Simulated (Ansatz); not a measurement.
# Calculations on CH5B

**1. Relaxation**

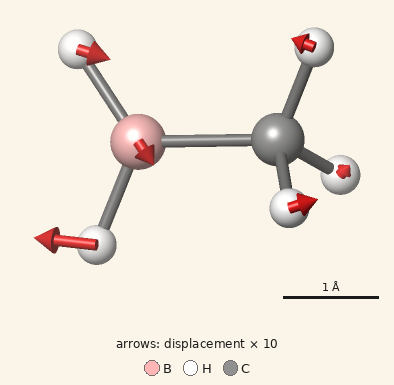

A relaxation of CH5B. The starting structure is drawn; red arrows show the displacements, 10 times their true length. The two geometries are superimposed by the best rigid fit.

A ball-and-stick model, seen at a tilt.

The run prepares an end point of a later path (reaction) calculation, from a guessed geometry.

The calculation used Ansatz 0.2.0, RKS B3LYP/def2-mTZVP.

Input
```yaml
crystal:
  periodic: [false, false, false]
  atoms:
    - { symbol: B, position_ang: [0.226626, 0.004188, 0.33068] }
    - { symbol: H, position_ang: [0.040158, -0.219722, 1.478949] }
    - { symbol: C, position_ang: [1.742361, 0.039924, -0.086327] }
    - { symbol: H, position_ang: [2.130471, -0.987021, 0.004795] }
    - { symbol: H, position_ang: [1.959845, 0.384507, -1.098346] }
    - { symbol: H, position_ang: [2.332452, 0.622045, 0.630335] }
    - { symbol: H, position_ang: [-0.680912, 0.15598, -0.425186] }
basis:
  gaussian: { orbitals: def2-mTZVP }
hamiltonian:
  xc: b3lyp
relax:
  f_tol: 0.03
  max_steps: 50
output:
  orbitals: {}
```

Launched with:
```bash
ansatz run input.yaml --threads 1 --pin off --max-ram 2048MiB --backend cpu --events-out ev --progress --plain --runs-dir out
```

What did the optimiser do to the structure, and how much energy did it gain?

Answer. The energy falls by 0.022 eV in 3 accepted moves (4 points after the start). Largest force component: 0.73 eV/Å at the start, 0.0097 eV/Å at the end. The line search rejected the trial step at point 3 of the run. The largest move after the best rigid fit is that of H2, 0.071 Å. By element the largest moves are H 0.071 Å, B 0.031 Å, C 0.003 Å. Some distances before and after: B1–C3 1.572 → 1.555 Å, B1–H2 1.185 → 1.194 Å. Among the angles between lasting bonds that change: H2–B1–C3 114.4° → 119.8°, H2–B1–H7 121.3° → 117.9°. Cost: 7 s on 1 thread of Arm Neoverse V1 (shared host), peak memory 0.1 GiB.

**2. Relaxation**

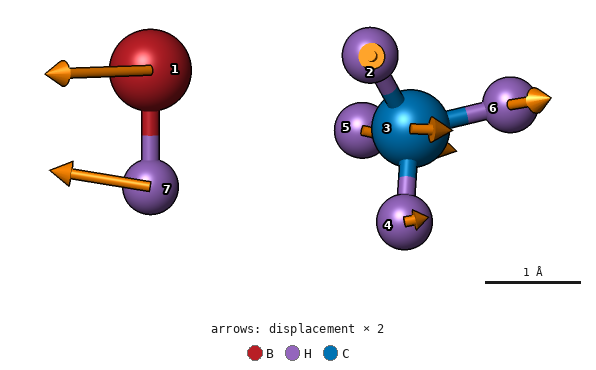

This is a relaxation of CH5B. The starting structure is drawn; orange arrows show the displacements, magnified 2 times. The two geometries are superimposed by the best rigid fit.

Style: ball-and-stick. Shown face on.

The run prepares an end point of a later path (reaction) calculation, from a guessed geometry.

The calculation used RKS B3LYP/def2-mTZVP in Ansatz. (no spin polarisation; force threshold 0.03 eV/Å; at most 50 steps)

> What happened in the run?

The atom that moves furthest after the best rigid fit is B1 (0.67 Å). Largest moves by element: B 0.67 Å, H 0.55 Å, C 0.24 Å. Some distances before and after: H2–C3 1.100 → 1.091 Å. Over 9 accepted moves (10 points after the start) the energy falls by 0.069 eV. Largest force component: 0.26 eV/Å at the start, 0.023 eV/Å at the end. The line search rejected the trial step at point 3 of the run.

Limits of the set-up: the start holds two separate molecules, 2.4 Å apart at their closest, whose relative position is a soft coordinate and is computed without a dispersion correction.

**3. Path**

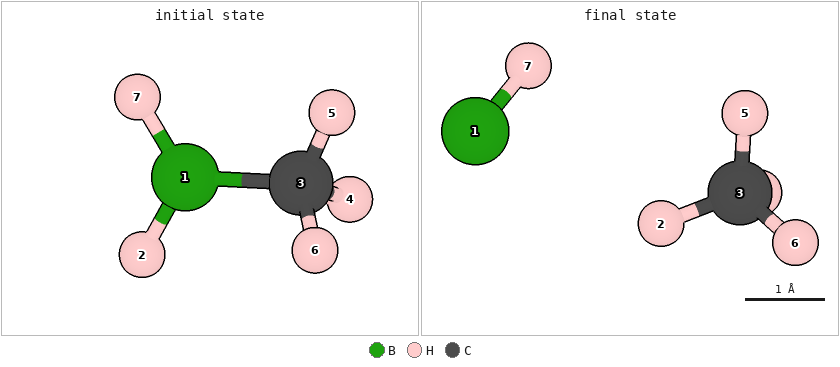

The two relaxed end points of a path for CH$_{5}$B. The picture is a ball-and-stick view, seen at a tilt.

Theory: RKS B3LYP/def2-mTZVP in Ansatz.

Settings: 5 movable images; climbing image; force threshold 0.03 eV/Å; iteration limit 60.

Start:
```xyz
7

B     0.2502    0.0000    0.3500
H    -0.0295   -0.2176    1.4898
C     1.7427    0.0422   -0.0847
H     2.1392   -0.9825   -0.0078
H     1.9330    0.3887   -1.1006
H     2.3596    0.6197    0.6127
H    -0.6443    0.1494   -0.4245
```

End:
```xyz
7

B    -1.5155    0.0291    0.3421
H     1.3025    0.2982    0.9600
C     2.1018    0.0748    0.2517
H     2.0325   -0.9642   -0.0682
H     2.0194    0.7300   -0.6154
H     3.0624    0.2393    0.7385
H    -1.2520   -0.4071   -0.7737
```

**Predict the minimum-energy path and its barrier.**

The energy climbs by 98.1 kcal/mol to image 3 and then falls by 12.0 kcal/mol, so the end point sits at +86.2 kcal/mol. Breaking: B1–C3 (1.56 → 2.12 at the top → 3.62 Å), B1–H2 (1.19 → 1.28 at the top → 2.90 Å). Forming: H2–C3 (2.38 → 1.36 at the top → 1.09 Å). The band converged in 15 iterations. The largest component of the band force went from 9.8 to 0.012 eV/Å. The climbing image converged on the top of the path. Its vibrational analysis gives one imaginary mode (1079i cm⁻¹), as a transition state must have.

Energies of the converged images:

| image | path (Å) | E (kcal/mol) |
| --- | --- | --- |
| 0 | 0.00 | 0.0 |
| 1 | 0.70 | 0.0 |
| 2 | 1.39 | 35.9 |
| 3 | 2.09 | 98.1 |
| 4 | 2.69 | 88.6 |
| 5 | 3.28 | 86.4 |
| 6 | 3.88 | 86.2 |

The geometry at the top of the path:

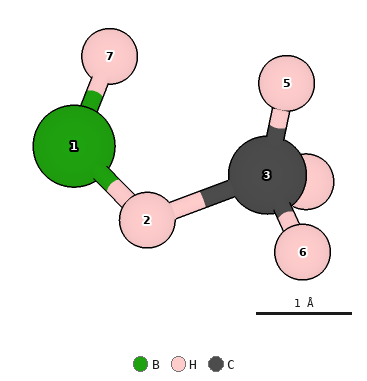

The run took 84 s on 1 thread of Arm Neoverse V1 (shared host), peak memory 0.094 GiB.
